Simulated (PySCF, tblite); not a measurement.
**C4H7ClFSi2 radical: geometry, infrared bands and EPR parameters**

What infrared bands and EPR parameters should C4H7ClFSi2 radical (`[CH2]C#C[Si@](F)([SiH3])CCl`) show?

The runs use tblite 0.8.0 and PySCF 2.14.0, with density-fitted response routines of our own; the level of theory stands in each step. All values are computed, except where a source is named. Atoms count from 0, in the outputs and in this text.

### 1 The starting structure

15 atoms, charge 0, multiplicity 2; geometry from: force field or distance geometry start.

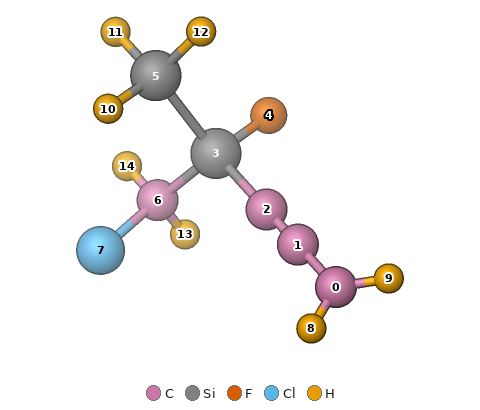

As it starts; carbon pink, silicon grey, fluorine orange, chlorine blue, hydrogen amber, atoms numbered.

### 2 Geometry optimisation with GFN2-xTB

The job: settings as JSON, then the geometry in Å.

```
{"job": {"kind": "relax", "xc": "GFN2-xTB", "basis": "xTB"}, "charge": 0, "multiplicity": 2}
C      2.574000    -2.111300     1.674800
C      1.658400    -1.381000     0.852900
C      0.906100    -0.775300     0.176700
Si    -0.306900     0.193100    -0.904900
F      0.222800     0.080600    -2.407100
Si    -0.347400     2.405400    -0.256800
C     -2.022400    -0.479500    -0.873800
Cl    -2.661300    -0.535100     0.791300
H      2.274800    -2.430400     2.668800
H      3.550900    -2.351700     1.313200
H     -0.772500     2.556300     1.161900
H     -1.308200     3.165200    -1.096600
H      0.991800     3.042100    -0.390700
H     -2.052700    -1.503800    -1.265300
H     -2.711900     0.133400    -1.466100
```

The run is started by

```console
$ OMP_NUM_THREADS=1 python probes_run.py task.json out
```

This one command runs all jobs of the session in turn.

Standard output:

```text
step      E/eV     max force
  0    -674.17121    7.859
  1    -673.89004    9.371
  2    -674.53277    2.331
  3    -674.57716    1.435
  4    -674.59786    0.394
  5    -674.60916    0.334
  6    -674.61367    0.288
  7    -674.61859    0.177
  8    -674.62267    0.158
  9    -674.62545    0.137
 10    -674.62736    0.117
 11    -674.62919    0.096
 12    -674.63081    0.091
 13    -674.63204    0.089
 14    -674.63297    0.082
 15    -674.63392    0.091
 16    -674.63502    0.098
 17    -674.63605    0.079
 18    -674.63675    0.070
 19    -674.63719    0.059
 20    -674.63756    0.049
 21    -674.63793    0.054
 22    -674.63824    0.043
 23    -674.63843    0.035
 24    -674.63858    0.034
 25    -674.63878    0.041
 26    -674.63909    0.049
 27    -674.63950    0.057
 28    -674.63986    0.043
 29    -674.64010    0.035
 30    -674.64030    0.038
 31    -674.64056    0.057
 32    -674.64095    0.075
 33    -674.64134    0.060
 34    -674.64159    0.033
 35    -674.64172    0.026
 36    -674.64184    0.036
 37    -674.64199    0.047
 38    -674.64217    0.039
 39    -674.64236    0.032
 40    -674.64251    0.030
 41    -674.64265    0.029
 42    -674.64279    0.036
 43    -674.64295    0.036
 44    -674.64311    0.041
 45    -674.64325    0.029
 46    -674.64334    0.022
 47    -674.64340    0.019
 48    -674.64345    0.020
 49    -674.64351    0.022
 50    -674.64358    0.026
 51    -674.64364    0.020
 52    -674.64368    0.020
 53    -674.64371    0.016
 54    -674.64375    0.016
 55    -674.64379    0.015
 56    -674.64382    0.015
 57    -674.64385    0.016
 58    -674.64389    0.016
 59    -674.64394    0.023
 60    -674.64400    0.021
 61    -674.64404    0.014
 62    -674.64407    0.014
 63    -674.64409    0.014
 64    -674.64413    0.015
 65    -674.64420    0.018
 66    -674.64428    0.021
 67    -674.64435    0.018
 68    -674.64440    0.019
 69    -674.64444    0.017
 70    -674.64450    0.016
 71    -674.64458    0.023
 72    -674.64467    0.026
 73    -674.64474    0.025
 74    -674.64480    0.020
 75    -674.64485    0.017
 76    -674.64490    0.029
 77    -674.64498    0.022
 78    -674.64505    0.020
 79    -674.64508    0.016
 80    -674.64510    0.013
 81    -674.64511    0.014
 82    -674.64512    0.018
 83    -674.64515    0.024
 84    -674.64520    0.025
 85    -674.64525    0.024
 86    -674.64527    0.009
```

Run time: 0.64 s. Hardware: 1 thread of AMD EPYC 9R45, shared host.

Relaxation path: (not every step is listed) (the energy doesn't fall at every step)

```csv
step,energy from step 0 (eV),largest force (eV/Å)
0,0.0000,7.8592
1,0.2812,9.3714
2,-0.3616,2.3311
3,-0.4060,1.4350
4,-0.4266,0.3936
5,-0.4380,0.3341
6,-0.4425,0.2883
7,-0.4474,0.1771
8,-0.4515,0.1583
15,-0.4627,0.0907
22,-0.4670,0.0433
29,-0.4689,0.0349
36,-0.4706,0.0364
43,-0.4717,0.0360
50,-0.4724,0.0257
57,-0.4726,0.0156
64,-0.4729,0.0154
71,-0.4734,0.0230
78,-0.4738,0.0203
81,-0.4739,0.0140
82,-0.4739,0.0184
83,-0.4739,0.0242
84,-0.4740,0.0248
85,-0.4740,0.0244
86,-0.4741,0.0094
```

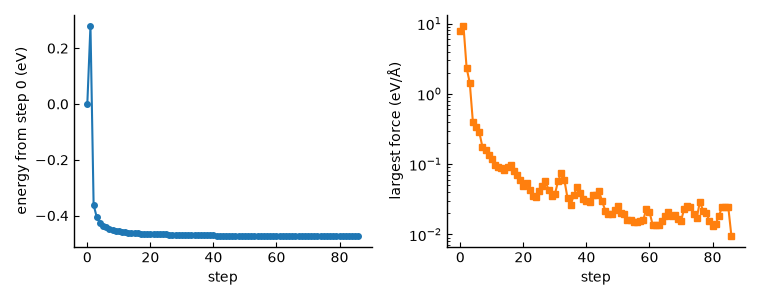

Energy and largest force along the relaxation.

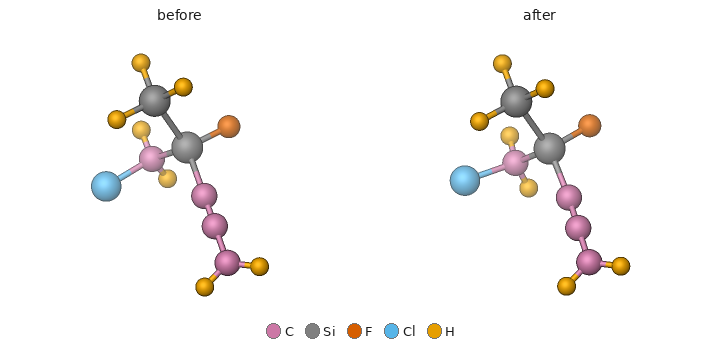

The geometry before (left) and after (right).

Distances of close pairs at the start and the end, largest changes first:

```csv
bond,before (Å),after (Å),change (Å)
C0–C1,1.431,1.339,-0.092
Si3–C6,1.843,1.921,+0.078
C2–Si3,1.892,1.825,-0.067
C1–C2,1.179,1.237,+0.058
Si3–F4,1.597,1.629,+0.033
Si5–H10,1.489,1.462,-0.026
Si5–H12,1.489,1.465,-0.024
Si5–H11,1.485,1.468,-0.018
```

The final coordinates are the input of the step that follows.

### 3 Infrared spectrum with GFN2-xTB

The job: settings as JSON, then the geometry in Å.

```
{"job": {"kind": "ir", "xc": "GFN2-xTB", "basis": "xTB"}, "charge": 0, "multiplicity": 2}
C      2.517795    -2.075998     1.622963
C      1.666834    -1.419361     0.824531
C      0.866774    -0.876324     0.053138
Si    -0.254324     0.238486    -0.857906
F      0.168302     0.146504    -2.428855
Si    -0.319582     2.462740    -0.207496
C     -1.998428    -0.566402    -0.857346
Cl    -2.785354    -0.320857     0.727129
H      2.212501    -2.400806     2.601917
H      3.522573    -2.291687     1.305858
H     -0.729302     2.564685     1.192554
H     -1.258418     3.242958    -1.022186
H      1.008369     3.065841    -0.348171
H     -1.966968    -1.640793    -1.025844
H     -2.655185    -0.120997    -1.602200
```

Standard output:

```text
mode    cm-1     km/mol
  1      13.0      0.78
  2      31.8      0.32
  3      51.3      0.60
  4      63.1      1.19
  5      94.8      2.53
  6     125.2      0.70
  7     147.1      1.07
  8     155.0      7.70
  9     196.6      8.85
 10     216.0     47.73
 11     263.3     23.64
 12     319.0      8.31
 13     368.9     14.72
 14     409.2      4.68
 15     450.3     17.10
 16     463.0     27.01
 17     602.2     12.92
 18     668.1     44.56
 19     701.6     23.31
 20     724.5     67.28
 21     752.3    168.18
 22     762.5    216.72
 23     776.4    425.12
 24     785.6    159.26
 25     791.6    268.47
 26     940.2      1.67
 27    1089.4      3.54
 28    1186.6      6.38
 29    1266.4      3.31
 30    1401.8      0.73
 31    1431.3      4.97
 32    2066.8     38.73
 33    2225.6    232.96
 34    2249.4    299.99
 35    2275.1    263.80
 36    2985.9      6.46
 37    2990.6      3.06
 38    3101.4      0.53
 39    3126.3      7.33
```

Wall time 0.56 s (1 thread of AMD EPYC 9R45, shared host).

Which atoms move in the most intense modes:

```csv
cm⁻¹,km/mol,atoms
752,168.2,"C6 47 %, Si3 12 %, Cl7 10 %"
762,216.7,"F4 35 %, Si3 33 %"
776,425.1,"H10 28 %, H12 23 %, H11 18 %"
786,159.3,"H10 55 %, H11 25 %, H12 16 %"
792,268.5,"H12 43 %, H11 39 %"
2226,233.0,H11 97 %
2249,300.0,H12 96 %
2275,263.8,H10 96 %
```

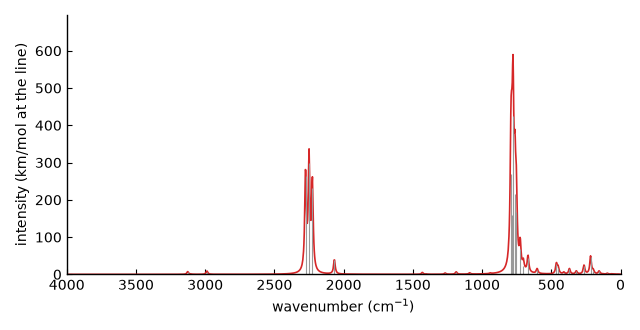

The infrared spectrum from these modes, unscaled. Lines are broadened to a width of 14 cm⁻¹ (Lorentzian).

### 4 EPR parameters: B3LYP/pcH-1

Same as in step 3 but for these lines:

```diff
@@ -1,2 +1,2 @@
-{"job": {"kind": "ir", "xc": "GFN2-xTB", "basis": "xTB"}, "charge": 0, "multiplicity": 2}
+{"job": {"kind": "epr", "basis": "pcH-1"}, "charge": 0, "multiplicity": 2}
 C      2.517795    -2.075998     1.622963
```

With the program's defaults for keys left out, this is: UKS B3LYP, pcH-1 on C Cl F H Si, non-relativistic, mean-field spin-orbit, GIAO.

Standard output:

```text
UKS, coarse grid
  cycle   1  E = -1295.59622060  |g| = 4.97e-01
  cycle   2  E = -1295.49857456  |g| = 7.59e-01
  cycle   3  E = -1295.68077623  |g| = 9.08e-02
  cycle   4  E = -1295.68346516  |g| = 3.57e-02
  cycle   5  E = -1295.68409307  |g| = 7.83e-03
  cycle   6  E = -1295.68414394  |g| = 5.78e-03
  cycle   7  E = -1295.68417087  |g| = 2.78e-03
  cycle   8  E = -1295.68417636  |g| = 2.44e-03
  cycle   9  E = -1295.68418054  |g| = 6.75e-04
UKS, final grid
  cycle   1  E = -1295.68418090  |g| = 1.04e-03
  cycle   2  E = -1295.68417901  |g| = 2.24e-03
  cycle   3  E = -1295.68418155  |g| = 2.54e-04
  cycle   4  E = -1295.68418160  |g| = 1.10e-04
  cycle   5  E = -1295.68418164  |g| = 6.92e-05
  cycle   6  E = -1295.68418164  |g| = 1.28e-05
E = -1295.68418164 Eh   <S^2> = 0.7705 (exact 0.7500)
g shifts (ppm)      1          2          3
  rmc          -136       -136       -136
  gc              0         25         33
  oz_so          49        612       1081
  total         -87        501        978
hyperfine (MHz)  atom isotope    a_iso     a_fc   dipolar eigenvalues
    0   13C      58.80      58.87    -56.47    -55.46    111.93
    1   13C     -58.20     -58.24    -22.74     -1.24     23.98
    2   13C      59.71      59.77    -45.43    -34.47     79.90
    3  29Si      27.31      27.35     -2.04      0.37      1.68
    4   19F       9.59       9.60     -3.09     -2.21      5.30
    5  29Si     -25.73     -25.76     -6.14      2.85      3.29
    6   13C      15.74      15.74     -1.31     -1.11      2.43
    7  35Cl       0.04       0.04     -0.58     -0.36      0.94
    8    1H     -50.03     -50.04    -26.02     -1.02     27.04
    9    1H     -50.10     -50.11    -26.01     -1.02     27.03
   10    1H      -1.31      -1.31     -1.01     -0.51      1.52
   11    1H      11.93      11.93     -0.83     -0.28      1.12
   12    1H      -1.19      -1.19     -1.05     -0.50      1.55
   13    1H      -0.69      -0.69     -2.05     -0.94      2.99
   14    1H       1.86       1.86     -1.05     -0.81      1.86
```

Run time: 68 s. Hardware: 1 thread of AMD EPYC 9R45, shared host; peak memory 1.2 GiB.

Principal g values 2.00223, 2.00282, 2.00330; g(iso) = 2.00278, against 2.00232 for a free electron.

Mean a(iso) over the nuclei that a row names, and the largest dipolar term of the row (other rows stand at the frozen geometry):

```csv
nuclei,isotope,a(iso) (MHz),"a(iso) (G, at g = 2.0023)",largest dipolar term (MHz)
C2,13C,59.7,21.3,79.9
C0,13C,58.8,21.0,111.9
C1,13C,-58.2,-20.8,24.0
"H8, H9",1H,-50.1,-17.9,27.0
Si3,29Si,27.3,9.7,-2.0
Si5,29Si,-25.7,-9.2,-6.1
C6,13C,15.7,5.6,2.4
F4,19F,9.6,3.4,5.3
"H10, H11, H12",1H,3.1,1.1,1.5
H14,1H,1.9,0.7,1.9
H13,1H,-0.7,-0.2,3.0
Cl7,35Cl,0.0,0.0,0.9
```

Mulliken spin populations:

C0 0.73; C1 -0.27; C2 0.58; Si3 -0.01; F4 0.00; Si5 0.02; C6 0.01; Cl7 0.00; H8 -0.03; H9 -0.03; H10 0.00; H11 0.01; H12 0.00; H13 0.00; H14 0.00

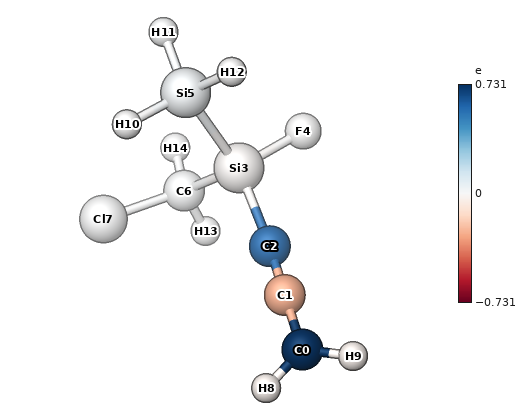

Mulliken spin populations, as colours on the atoms.

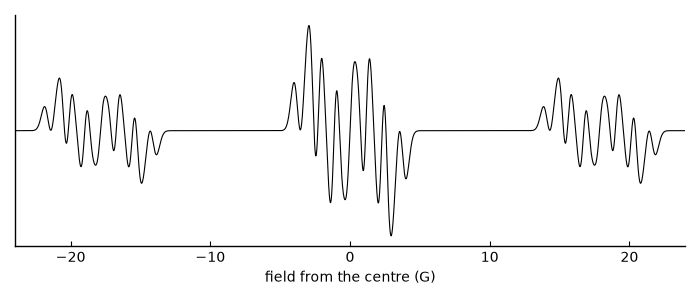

First-order isotropic spectrum (first derivative, main isotopes with spin only, couplings over 0.8 MHz, Gaussian width 0.3 G; couplings of the frozen geometry, rotation of groups not averaged beyond the rows shown).

Orbitals, density, ELF and potential are computed afterwards from the orbital file.

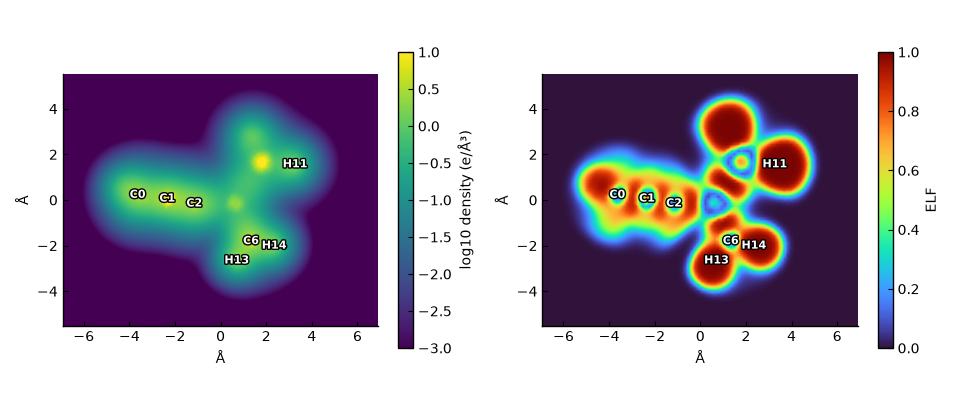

Density (left) and ELF (right) in a plane through or near 7 of the atoms.

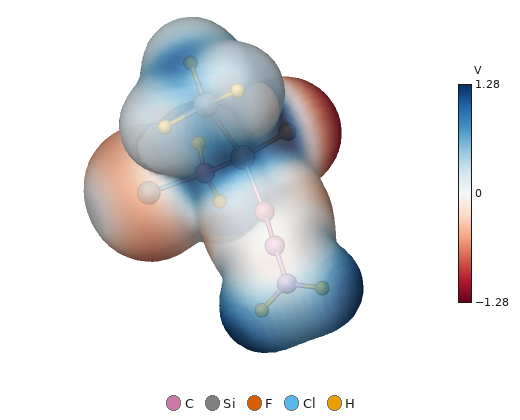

The potential that a unit positive charge feels on the 0.002 e/bohr³ surface, from -1.00 V near F4 to 1.28 V near H9.

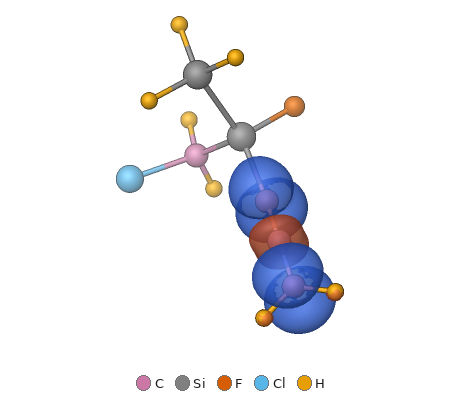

Spin density at ±0.03 e/Å³ (alpha excess blue, beta excess red).

### 5 Outcome

```
                                 quantity                 value
strongest single infrared mode (GFN2-xTB)  776 cm⁻¹, 425 km/mol
             zero-point energy (GFN2-xTB)         54.7 kcal/mol
                           g(iso) (B3LYP)               2.00278
                                     ⟨S²⟩    0.771 (exact 0.75)
       largest a(iso) (averaged by class)   13C on C2, 59.7 MHz
    surface potential, least and greatest    -1.00 V and 1.28 V
```

What this shows: Over 86 steps the energy fell by 0.474 eV; of the close pairs, C0–C1 changed most, 1.431 to 1.339 Å. No mode is imaginary among the 39: a minimum at this level. The strongest single mode, at 776 cm⁻¹, is spread over several atoms, H10, H12, H11 among them. GFN2-xTB is a fitted tight-binding method: band positions and strengths are rough. Its intensities can rank the bands wrongly. The largest spin populations lie on C0 (0.73 e), C2 (0.58 e). The isotropic g lies 0.5 ppt above the free-electron value.
